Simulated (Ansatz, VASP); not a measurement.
# Cross-check of CdS (Hawleyite) between VASP and Ansatz

Aim: how closely do two programs agree when they are given the same cell, functional and k mesh? The cell is taken from a series of VASP runs on this material, whose earlier steps may have relaxed, scaled or displaced it; both programs get it as it stands. Valence electrons are named where the data sets of a main pair hold unlike numbers.

Main program and level: Ansatz 0.2.0; plane waves, with VASP 6.6.1 beside it; band structure at LDA, band structure at LDA, spin-orbit coupling and band structure at r2SCAN, spin-orbit coupling.

### 1. The structure

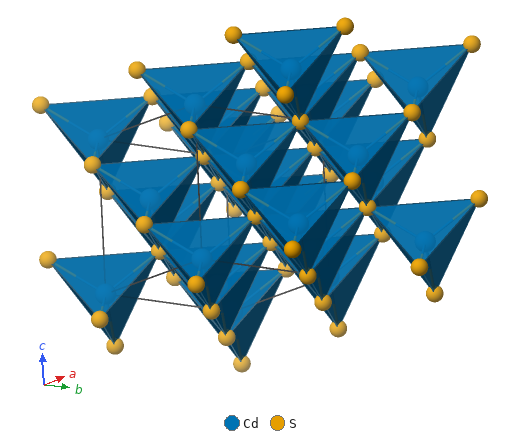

Start, viewed from a free direction; cadmium blue, sulfur orange. 2×1×1 cells are drawn. This picture shows the conventional cell, with its axes. Some periodic images of atoms are drawn too.

### 2. VASP: band structure, LDA

The same path points are solved in both programs, so levels can be compared one by one.

Lines of VASP's logs that name or quote its potential files are left out, and so is its time.

Input file INCAR:

```
SYSTEM = CdS
PREC = Accurate
ENCUT = 350
EDIFF = 1E-06
NELM = 100
ISMEAR = 0
SIGMA = 0.03
LREAL = .FALSE.
ALGO = Normal
GGA = CA
NBANDS = 21
LORBIT = 11
LWAVE = .FALSE.
LCHARG = .FALSE.
KPAR = 4
```

Input file POSCAR:

```
CdS
1.0
    0.0000000000      2.8846790683      2.8846790683
    2.8846790683      0.0000000000      2.8846790683
    2.8846790683      2.8846790683      0.0000000000
Cd S
1 1
Direct
    0.0000000000      0.0000000000      0.0000000000
    0.7500000000      0.7500000000      0.7500000000
```

Input file KPOINTS:

```
Automatic mesh
0
Gamma
6 6 6
0 0 0
```

Input file KPOINTS_OPT:

```
Line mode
10
Line-mode
Reciprocal
  0.00000000   0.00000000   0.00000000 GAMMA
  0.50000000   0.00000000   0.50000000 X

  0.50000000   0.00000000   0.50000000 X
  0.50000000   0.25000000   0.75000000 W

  0.50000000   0.25000000   0.75000000 W
  0.37500000   0.37500000   0.75000000 K

  0.37500000   0.37500000   0.75000000 K
  0.00000000   0.00000000   0.00000000 GAMMA

  0.00000000   0.00000000   0.00000000 GAMMA
  0.50000000   0.50000000   0.50000000 L

  0.50000000   0.50000000   0.50000000 L
  0.62500000   0.25000000   0.62500000 U

  0.62500000   0.25000000   0.62500000 U
  0.50000000   0.25000000   0.75000000 W

  0.50000000   0.25000000   0.75000000 W
  0.50000000   0.50000000   0.50000000 L

  0.50000000   0.50000000   0.50000000 L
  0.37500000   0.37500000   0.75000000 K

  0.62500000   0.25000000   0.62500000 U
  0.50000000   0.00000000   0.50000000 X
```

PAW data sets: Cd and S (LDA family, release 64).

The run is started by

```
$ mpirun -np 4 vasp_std
```

Numbers of over 12 decimals in the logs are rounded to 6 here.

Log:

```text
[banner, memory and clock lines left out]
running    4 mpi-ranks, on    1 nodes
 distrk:  each k-point on    1 cores,    4 groups
 distr:  one band on    1 cores,    1 groups

 POSCAR found type information on POSCAR CdS
 POSCAR found :  2 types and       2 ions
 LDA part: xc-table for (Slater(with rela. corr.)+CA(PZ))
 , standard interpolation
 POSCAR, INCAR and KPOINTS ok, starting setup
 FFT: planning ... GRIDC
 FFT: planning ... GRID_SOFT
 FFT: planning ... GRID
 WAVECAR not read
 entering main loop
       N       E                     dE             d eps       ncg     rms          rms(c)
DAV:   1     0.920058285278E+02    0.92006E+02   -0.70217E+03   720   0.571E+02
DAV:   2    -0.429562743177E+01   -0.96301E+02   -0.90260E+02   782   0.185E+02
DAV:   3    -0.790114857625E+01   -0.36055E+01   -0.35850E+01   807   0.378E+01
DAV:   4    -0.791857568495E+01   -0.17427E-01   -0.17426E-01   747   0.260E+00
DAV:   5    -0.791871704740E+01   -0.14136E-03   -0.14136E-03   828   0.216E-01    0.883E+00
DAV:   6    -0.743535524412E+01    0.48336E+00   -0.45377E-01   887   0.887E+00    0.697E+00
DAV:   7    -0.740648434010E+01    0.28871E-01   -0.13402E-01   797   0.211E+00    0.313E+00
DAV:   8    -0.740114032836E+01    0.53440E-02   -0.14265E-02   772   0.117E+00    0.252E-01
DAV:   9    -0.740075624889E+01    0.38408E-03   -0.13096E-03   819   0.474E-01    0.696E-02
DAV:  10    -0.740074829620E+01    0.79527E-05   -0.11489E-04   782   0.112E-01    0.588E-02
DAV:  11    -0.740075650109E+01   -0.82049E-05   -0.38708E-05   770   0.393E-02    0.275E-02
DAV:  12    -0.740075403338E+01    0.24677E-05   -0.53472E-06   844   0.274E-02    0.803E-03
DAV:  13    -0.740075413786E+01   -0.10448E-06   -0.10524E-06   589   0.495E-03
   1 F= -.74007541E+01 E0= -.74007541E+01  d E =-.417538E-28
 Start KPOINTS_OPT (optional k-point list driver)
k-point batch [1-16\100]
       N       E                     dE             ncg
DAV:   1     0.219293053122E+03   -0.57486E+04      712
DAV:   2    -0.130728456403E+04   -0.15266E+04      772
DAV:   3    -0.136515382285E+04   -0.57869E+02      822
DAV:   4    -0.136541180548E+04   -0.25798E+00      737
DAV:   5    -0.136541376665E+04   -0.19612E-02      836
DAV:   6    -0.136541378805E+04   -0.21395E-04      777
DAV:   7    -0.136541378829E+04   -0.24840E-06      706
[...]
k-point batch [97-100\100]
       N       E                     dE             ncg
DAV:   1     0.620712106080E+04   -0.20573E+04      184
DAV:   2     0.583440377293E+04   -0.37272E+03      204
DAV:   3     0.582107524698E+04   -0.13329E+02      198
DAV:   4     0.582101552896E+04   -0.59718E-01      188
DAV:   5     0.582101501940E+04   -0.50957E-03      208
DAV:   6     0.582101501325E+04   -0.61516E-05      198
DAV:   7     0.582101501317E+04   -0.80267E-07      176
```

From OUTCAR (step 2):

```text
ion  position               nearest neighbor table
   1  0.000  0.000  0.000-   2 2.50   2 2.50   2 2.50   2 2.50
   2  0.750  0.750  0.750-   1 2.50   1 2.50   1 2.50   1 2.50

  LATTYP: Found a face centered cubic cell.
 ALAT       =     5.7693581366

 Subroutine GETGRP returns: Found 24 space group operations
 (whereof 24 operations were pure point group operations)

The static configuration has the point symmetry T_d .

 Found     16 irreducible k-points:

   k-points           NKPTS =     16   k-points in BZ     NKDIM =     16   number of bands    NBANDS=     21

   dimension x,y,z NGX =    28 NGY =   28 NGZ =   28
   dimension x,y,z NGXF=    56 NGYF=   56 NGZF=   56

   ENCUT  =  350.0 eV  25.72 Ry    5.07 a.u.   6.22  6.22  6.22*2*pi/ulx,y,z

   NELECT =      18.0000    total number of electrons

 k-points in reciprocal lattice and weights: Automatic mesh
   0.00000000  0.00000000  0.00000000       0.005
   0.16666667  0.00000000  0.00000000       0.037
   0.33333333  0.00000000  0.00000000       0.037
   0.50000000  0.00000000  0.00000000       0.019
   0.16666667  0.16666667  0.00000000       0.028
   0.33333333  0.16666667  0.00000000       0.111
   0.50000000  0.16666667  0.00000000       0.111
  -0.33333333  0.16666667  0.00000000       0.111
  -0.16666667  0.16666667  0.00000000       0.056
[...]
-0.33333333  0.33333333  0.16666667       0.111
  -0.33333333  0.50000000  0.16666667       0.056

 average (electrostatic) potential at core
       1 -39.8762       2 -89.6207

 E-fermi :   1.6542

 k-point     1 :       0.0000    0.0000    0.0000
  band No.  band energies     occupation
    ...
      5      -5.9419      2.00000
      6      -5.9419      2.00000
      7       1.4277      2.00000
      8       1.4277      2.00000
      9       1.4277      2.00000
     10       2.3846      0.00000
     11       7.7747      0.00000
     12       7.7747      0.00000
     13       7.7747      0.00000
     14      12.6801      0.00000
    ...

 k-point     2 :       0.1667    0.0000    0.0000
  band No.  band energies     occupation
    ...
      5      -5.9431      2.00000
      6      -5.9431      2.00000
      7      -0.1943      2.00000
      8       1.2025      2.00000
      9       1.2025      2.00000
     10       3.6019      0.00000
     11       7.4384      0.00000
     12       8.1111      0.00000
     13       8.1111      0.00000
     14      12.0492      0.00000
    ...

 k-point     3 :       0.3333    0.0000    0.0000
  band No.  band energies     occupation
    ...
      5      -5.9241      2.00000
      6      -5.9241      2.00000
      7      -2.2023      2.00000
      8       0.7960      2.00000
      9       0.7960      2.00000
     10       4.2315      0.00000
     11       8.0086      0.00000
     12       8.3482      0.00000
     13       8.3482      0.00000
     14      12.2042      0.00000
    ...

  Total       -0.0937202     -0.0937202     -0.0937202     -0.0000000      0.0000000     -0.0000000
  in kB       -3.1276722     -3.1276722     -3.1276722     -0.0000000      0.0000000     -0.0000000
  external PRESSURE =      -3.1276722 kB  Pullay stress =       0.0000000 kB

  energy-cutoff  :      350.00
  volume of cell :       48.01
      direct lattice vectors                 reciprocal lattice vectors
     0.000000000  2.884679068  2.884679068    -0.173329507  0.173329507  0.173329507
     2.884679068  0.000000000  2.884679068     0.173329507 -0.173329507  0.173329507
     2.884679068  2.884679068  0.000000000     0.173329507  0.173329507 -0.173329507

 POSITION                                       TOTAL-FORCE (eV/Angst)
 -----------------------------------------------------------------------------------
      0.00000      0.00000      0.00000        -0.000000     -0.000000     -0.000000
      4.32702      4.32702      4.32702         0.000000      0.000000      0.000000
 -----------------------------------------------------------------------------------
    total drift:                               -0.000000     -0.000000     -0.000000

  FREE ENERGIE OF THE ION-ELECTRON SYSTEM (eV)
  ---------------------------------------------------
  free  energy   TOTEN  =        -7.4007541379 eV

  energy  without entropy=       -7.4007541379  energy(sigma->0) =       -7.40075414

 total charge
# of ion       s       p       d       tot
------------------------------------------
    1        0.448   0.355   9.537  10.341
    2        1.322   2.389   0.000   3.711
--------------------------------------------------
tot          1.770   2.744   9.537  14.052

[... 3 further parts left out ...]
```

The run ends at a pressure of -0.31 GPa.

### 3. Ansatz: band structure, LDA

Ansatz runs on its default PAW (the set named soft_2) files.

The same cell, functional (in two slightly different forms), mesh and smearing now go to Ansatz, which takes its cutoff from its data sets.

Input file input.yaml:

```yaml
crystal:
  lattice:
    - [0.0, 2.8846790683, 2.8846790683]
    - [2.8846790683, 0.0, 2.8846790683]
    - [2.8846790683, 2.8846790683, 0.0]
  atoms:
    - { symbol: Cd, position: [0.0, 0.0, 0.0] }
    - { symbol: S, position: [0.75, 0.75, 0.75] }
hamiltonian:
  xc: lda
  pseudopotentials: { kind: paw }
kpoints:
  mp_grid: { grid: [6, 6, 6] }
  band_path:
    path:
      - [0.0, 0.0, 0.0]
      - [0.16667, 0.0, 0.16667]
      - [0.33333, 0.0, 0.33333]
      - [0.5, 0.0, 0.5]
      - [0.5, 0.08333, 0.58333]
      - [0.5, 0.19444, 0.69444]
      - [0.5, 0.25, 0.75]
      - [0.45833, 0.29167, 0.75]
      - [0.40278, 0.34722, 0.75]
      - [0.375, 0.375, 0.75]
      - [0.20833, 0.20833, 0.41667]
      - [0.08333, 0.08333, 0.16667]
      - [0.0, 0.0, 0.0]
      - [0.22222, 0.22222, 0.22222]
      - [0.38889, 0.38889, 0.38889]
      - [0.51389, 0.47222, 0.51389]
      - [0.55556, 0.38889, 0.55556]
      - [0.61111, 0.27778, 0.61111]
      - [0.61111, 0.25, 0.63889]
      - [0.56944, 0.25, 0.68056]
      - [0.51389, 0.25, 0.73611]
      - [0.5, 0.27778, 0.72222]
      - [0.5, 0.38889, 0.61111]
      - [0.5, 0.47222, 0.52778]
      - [0.48611, 0.48611, 0.52778]
      - [0.43056, 0.43056, 0.63889]
      - [0.38889, 0.38889, 0.72222]
      - [0.59722, 0.19444, 0.59722]
      - [0.55556, 0.11111, 0.55556]
      - [0.5, 0.0, 0.5]
    npoints: 1
scf:
  occupations: { method: gaussian, width: 0.03 }
  n_extra_bands: 7
output:
  forces: true
  stress: true
  eigenvalues: true
```

The run is started by

```
$ ansatz run input.yaml --threads 2 --pin off --max-ram 4608MiB --backend cpu --events-out ev --progress --plain --runs-dir out
```

Log:

```text
scf.n_extra_bands = 7 over 13 filled bands (N_el = 26.0): the run solves 20 bands
Engine: ansatz 0.2.0, x86_64-unknown-linux-gnu
Pseudopotentials: kind: paw
Pseudopotential: Cd, paw, valence charge 20, recommended cutoff 420 eV (normal), Cd.paw.azcp
Pseudopotential: S, paw, valence charge 6, recommended cutoff 420 eV (normal), S.paw.azcp
Functional definition: SPW92
  exchange = slater_x
  correlation = pw_c
Crystal: 2 atoms, lattice volume = 48.009 Å³
Basis set: ecut = 420 eV, 941 PW (Γ)
Bands: 20, of which v1, the nominal top of the filled ones, is band 13 counted from 1 (12 counted from 0)
Symmetry: 24 space group operations
Space group: F-43m (ITA 216), of the structure as read, at distance tolerance 3.6e-5 Å
k-points: 16 of 216 (time reversal used)
Non-local potential: Cd, projectors of the file, l = 0: 3, l = 1: 2, l = 2: 2, l = 3: 1
Non-local potential: S, projectors of the file, l = 0: 2, l = 1: 2, l = 2: 2
PAW form: soft (Blöchl's): semilocal exchange-correlation on the pseudo side does not see the compensation charge
PAW frozen core: Cd, regenerated for the run's functional, and the local potential with it (the file was generated under x = pbe(κ = 0.804, μ = 0.219515), c = pbe(β = 0.066725))
PAW frozen core: S, regenerated for the run's functional, and the local potential with it (the file was generated under x = pbe(κ = 0.804, μ = 0.219515), c = pbe(β = 0.066725))
PAW one-centre angular grid: Cd, 590 points (default); XC on 64 Gauss nodes
PAW one-centre angular grid: S, 110 points (default); XC on 64 Gauss nodes
Initial density: superposition of atomic densities (neutral atoms: chi_scale 0, normalization atom), corrected by the library's trained network
Initial wavefunctions: pseudopotential atomic-orbital guess
Functional: x = slater, c = lda
SCF iter   1: F=—  HF=-8988.651688 eV  |F-HF|=—  |Δ(HF+E_count)|=         —  Δρ=8.35e-3  dr2=3.18e-2  ethr=1.77e-3  ⟨swp⟩=5.8  Hψ=1589  notcnv=0  defer=2
preconditioner: auto → none  [insulator: Δε(μ)=0.836 eV  Ē_g=14.677 eV  σ=0.030 eV  W_gap=1.00  n_scr=14 (ndim 8)  ℏωp=22.7 eV  f_vac=0.122  D(μ)=0.00/eV (n_scr^D=0)  ε∞_Penn≈3.4]
SCF iter   2: F=—  HF=-8988.641843 eV  |F-HF|=—  |Δ(HF+E_count)|=   9.84e-3  Δρ=2.55e-3  dr2=1.31e-3  ethr=1.22e-4  ⟨swp⟩=2.1  Hψ=656  notcnv=0  defer=38
SCF iter   3: F=—  HF=-8988.641432 eV  |F-HF|=—  |Δ(HF+E_count)|=   4.11e-4  Δρ=1.12e-3  dr2=2.73e-4  ethr=5.04e-6  ⟨swp⟩=2.8  Hψ=472  notcnv=0  defer=38
SCF iter   4: F=—  HF=-8988.641356 eV  |F-HF|=—  |Δ(HF+E_count)|=   7.63e-5  Δρ=1.67e-4  dr2=1.19e-5  ethr=1.05e-6  ⟨swp⟩=2.0  Hψ=426  notcnv=0  defer=38
SCF iter   5: F=—  HF=-8988.641358 eV  |F-HF|=—  |Δ(HF+E_count)|=   2.18e-6  Δρ=3.10e-5  dr2=2.26e-7  ethr=4.56e-8  ⟨swp⟩=2.1  Hψ=420  notcnv=0  defer=38
SCF iter   6: F=-8988.641358 eV  HF=-8988.641358 eV  |F-HF|=1.38e-8  |Δ(HF+E_count)|=   7.54e-8  Δρ=7.87e-6  dr2=1.72e-8  ethr=3.85e-10  ⟨swp⟩=8.3  Hψ=1500  notcnv=0
SCF 1 converged in 6 iterations: F = -8988.641358 eV  dr2 = 1.72e-8
  greatest PAW one-centre occupation: 1.000 electrons in one spin orbital (limit 2), on the Cd atom at site 0 (counted from 0), in its partial waves of l = 0
NSCF: frozen V_eff on 30 k-points
SCF converged after 6 iterations
Free energy (F): -8988.641358 eV
Harris-Foulkes:  -8988.641358 eV  (|F-HF|=1.38e-8)
Internal energy: -8988.641358 eV  (E = F + TS)
E sigma→0 (E₀):  -8988.641358 eV
Fermi energy:    7.574487 eV
--- Per-component energies (eV) ---
  E_band       = -503.794624
  E_kinetic    = 612.700116
  E_local      = -3968.651045  (includes V_loc(G=0)·N_el)
  E_nonlocal   = 70.399444
  E_hartree    = 1818.894388
  E_xc         = -271.849314
  E_vxc        = -309.234432  (∫ρ·V_xc dr)
  E_paw        = -4516.234743  (= ΣΔE_a)
  E_vpaw       = -546.805216  (= ΣTr[D̂ρ^β])
  E_aug_tail   = 0.000013  (compensation charges beyond the density's cutoff)
  E_ewald      = -2734.819983
  E_core_change = 0.919766  (= ΣΔE_core)
  E_smearing   = -0.000000  (= −TS)
  E_closure    = -0.000000  (closes the sum)
  Σ components = -8988.641358   (vs F -8988.641358, Δ=0.00e0)
--- Forces (eV/Å), atoms counted from 1 ---
  atom   1  Cd    -0.00000000     0.00000000    -0.00000000
  atom   2  S      0.00000000    -0.00000000     0.00000000
  max |Σ_I F_I| component: 1.39e-16 eV/Å
--- Stress (GPa, compression-positive) ---
       -0.435563       0.000000      -0.000000
        0.000000      -0.435563       0.000000
       -0.000000       0.000000      -0.435563
  P = ⅓ Tr σ = -0.4356 GPa (-4.356 kbar)
--- Band table (eV; the first three rows and the last of 16) ---
  k-point 0: bands = [... 9 lower, -0.2534, 7.1083, 7.1083, 7.1083, 8.0396, 13.4325, 13.4325, 13.4325, ... 3 higher]
  k-point 1: bands = [... 9 lower, -0.2547, 5.4864, 6.8842, 6.8842, 9.2600, 13.0880, 13.7655, 13.7655, ... 3 higher]
  k-point 2: bands = [... 9 lower, -0.2356, 3.4829, 6.4789, 6.4789, 9.8920, 13.6531, 14.0055, 14.0055, ... 3 higher]
  k-point 15: bands = [... 9 lower, 0.3916, 2.9268, 4.7285, 4.8255, 11.5957, 12.1264, 15.1426, 15.2736, ... 3 higher]
```

The job ended after 2 s (2 threads of Intel Xeon Platinum 8259CL at 2.50GHz (Skylake/Cascade Lake), shared host; peak memory 0.33 GiB).

### 4. Comparison

Known differences besides the potentials themselves: the two LDA forms differ slightly; the data sets hold 26 valence electrons in Ansatz (on its default PAW (the set named soft_2) files) and 18 in VASP; the cutoff is 420 eV in Ansatz and 350 eV in VASP; VASP's log shows a relativistic correction to its local exchange, Ansatz's none. Total energies have different zeros and are not compared.

Compared:

```
                     quantity  Ansatz   VASP  difference
               pressure (GPa)   -0.44  -0.31       -0.12
gap over the path points (eV)   0.931  0.957      -0.026
```

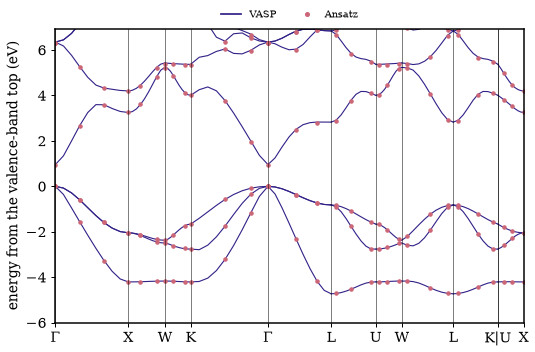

Bands from VASP (lines) and levels from Ansatz (dots). Dots without a line are higher empty bands that the VASP plot leaves out.

Levels at points of the path, from each program's valence-band top (eV; 4 filled, then empty):

```
k (reciprocal lattice)                                  Ansatz                                    VASP
     0.000 0.000 0.000     -7.36 0.00 0.00 0.00 0.93 6.32 6.32     -7.37 0.00 0.00 0.00 0.96 6.35 6.35
     0.167 0.000 0.167  -7.34 -1.56 -0.59 -0.59 2.65 5.25 7.13  -7.34 -1.56 -0.59 -0.59 2.67 5.27 7.17
     0.333 0.000 0.333  -7.26 -3.27 -1.59 -1.59 3.58 4.31 8.18  -7.27 -3.27 -1.59 -1.59 3.59 4.33 8.21
     0.500 0.000 0.500  -6.88 -4.21 -2.04 -2.04 3.26 4.18 9.05  -6.89 -4.21 -2.04 -2.04 3.25 4.20 9.10
     0.500 0.083 0.583  -6.83 -4.20 -2.16 -2.12 3.60 4.43 8.78  -6.83 -4.20 -2.17 -2.13 3.60 4.45 8.82
     0.500 0.194 0.694  -6.69 -4.18 -2.44 -2.32 4.82 5.21 7.56  -6.69 -4.17 -2.45 -2.34 4.83 5.24 7.60
     0.500 0.250 0.750  -6.67 -4.17 -2.48 -2.36 5.23 5.39 7.05  -6.67 -4.17 -2.50 -2.37 5.23 5.43 7.08
     0.458 0.292 0.750  -6.68 -4.18 -2.61 -2.13 4.86 5.37 7.33  -6.69 -4.18 -2.62 -2.14 4.87 5.40 7.36
     0.403 0.347 0.750  -6.72 -4.20 -2.73 -1.73 4.12 5.35 8.13  -6.72 -4.20 -2.75 -1.73 4.12 5.37 8.17
     0.375 0.375 0.750  -6.73 -4.21 -2.75 -1.66 4.00 5.34 8.29  -6.73 -4.21 -2.76 -1.66 4.00 5.37 8.33
```

Among the levels compared at these points, filled levels agree within 12 meV and empty ones within 48 meV.

(Continued in part 2 of 3.)

[Lines on the potential files, build, host, timing and source positions are cut from VASP's logs without a mark.]

[Logs are printed without paths, hosts, clocks, repeated set-up lines and the standing remarks that a program may print on its own settings, such as how far it seeks lower states.]

[Hosts, paths, dates, database ids (printed as entryN), source tags and the programs' standing remarks are cut or masked in the printed files.]
